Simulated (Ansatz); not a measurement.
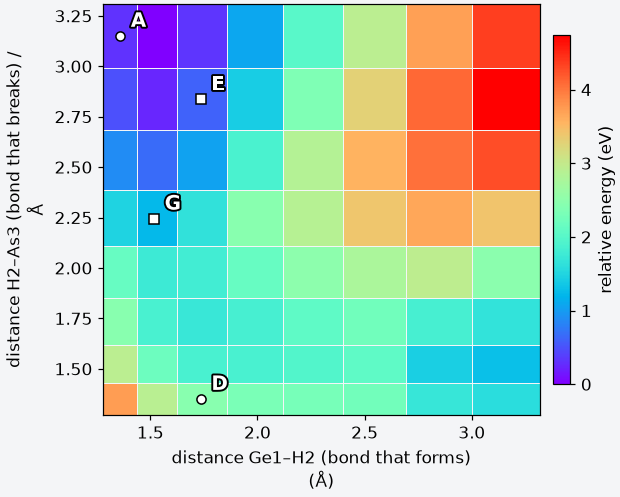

The reacting system AsGeH₅. The first coordinate is: distance Ge1–H2 (bond that forms); the second: distance H2–As3 (bond that breaks). Relaxed at each point: all other coordinates. The scan uses an 8 × 8 grid. Points are written as (first, second). Energies are in eV, from the lowest grid point. Energies and slopes of some neighbouring points disagree (a jump in structure or state, or too coarse a mesh). The reference is spin-restricted, so regions where a bond is pulled apart into radicals lie too high. Level of theory: Ansatz, RKS r2SCAN-D4/def2-SVP.

The picture shows one coloured cell a grid point, lettered points.

Question: Rank the lettered points by energy, lowest first.

Answer: A (0.31 eV), E (0.60 eV), G (1.24 eV), D (2.45 eV).
